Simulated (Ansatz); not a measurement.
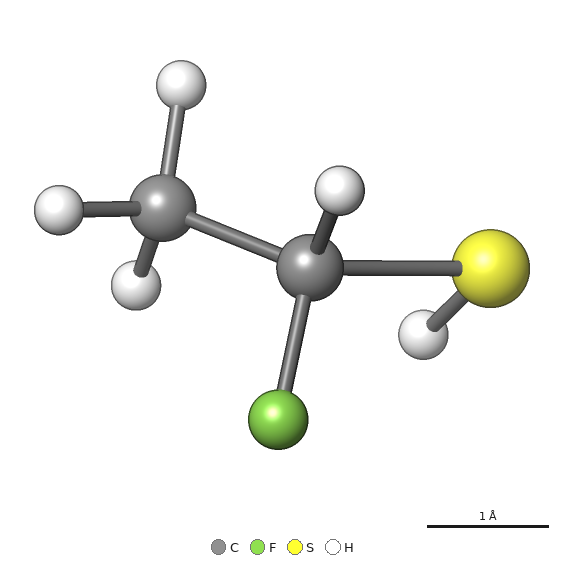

Ball-and-stick drawing of a structure.

The geometry was computed by an optimisation with PBE0-D4/def2-TZVP.

Describe the molecule.

Formula C₂H₅FS. As SMILES it reads `C[C@@H](F)S`. It has no ring. Among its groups: thiol, C–F bond. This geometry has C1 symmetry. Coordination: 2 C tetrahedral; 1 S bent.

The parts below concern this one geometry. Atoms keep their numbers from picture to picture.

## Vibrations

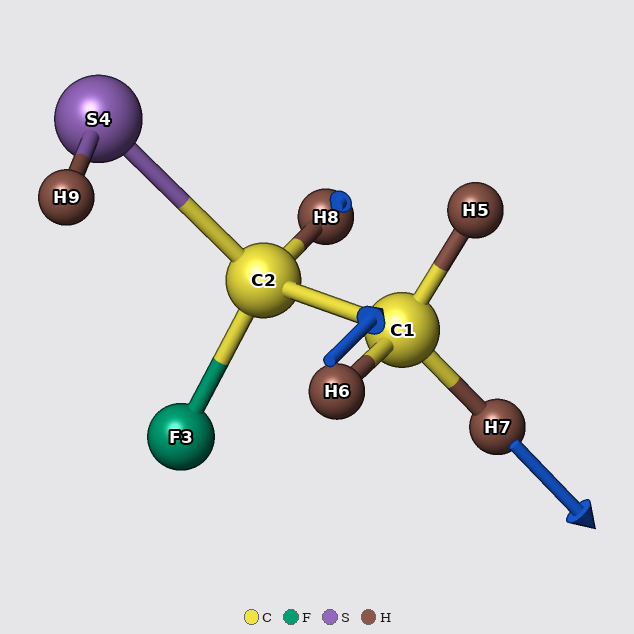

The arrows show one normal mode. Harmonic vibrations computed with RKS PBE0-D4/def2-TZVP (Ansatz 0.2.0) at a stationary point of the same level.

> What kind of motion is it?

Mostly out-of-phase stretching of 2 C–H bonds.

> At what wavenumber does it lie?

3138 cm⁻¹; it is mode 20 of 21 counted from the lowest.

## Levels of theory compared

Program: Ansatz 0.2.0.

Compare dipole (D) at these levels: B3LYP-D4/def2-TZVPP; PBE-D4/def2-TZVPP; PBE0-D4/def2-TZVP; r2SCAN-D4/def2-TZVPP; ωB97M-V/def2-TZVPP.

| level | dipole (D) |
| --- | --- |
| B3LYP-D4/def2-TZVPP | 1.92 |
| PBE-D4/def2-TZVPP | 1.85 |
| PBE0-D4/def2-TZVP | 1.95 |
| r2SCAN-D4/def2-TZVPP | 1.94 |
| ωB97M-V/def2-TZVPP | 1.92 |

## Charges

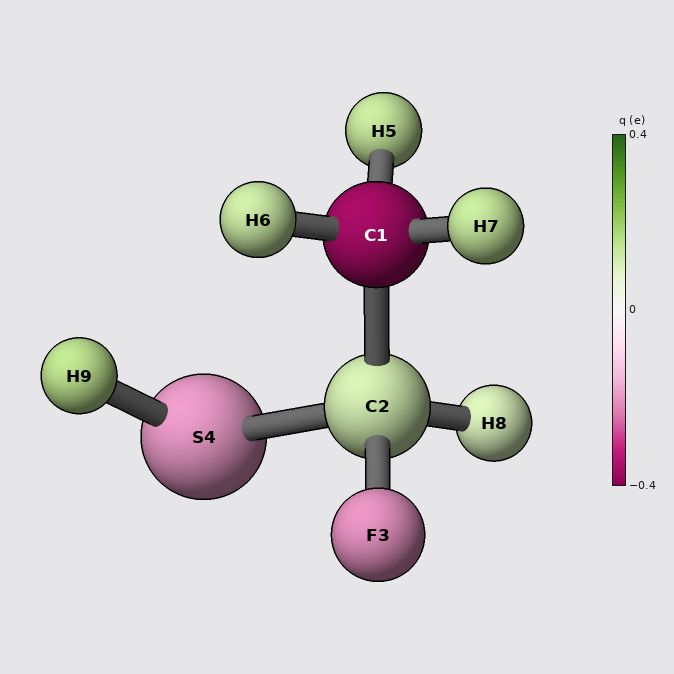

Atoms are coloured by their Mulliken charges. Properties computed with RKS PBE0-D4/def2-TZVP (Ansatz 0.2.0).

List the Mulliken charges.

```csv
atom,value (e)
C1,−0.36
C2,0.11
F3,−0.20
S4,−0.20
H5,0.14
H6,0.13
H7,0.13
H8,0.10
H9,0.15
```

Mulliken values depend strongly on the basis set and can even reverse the polarity of a bond.
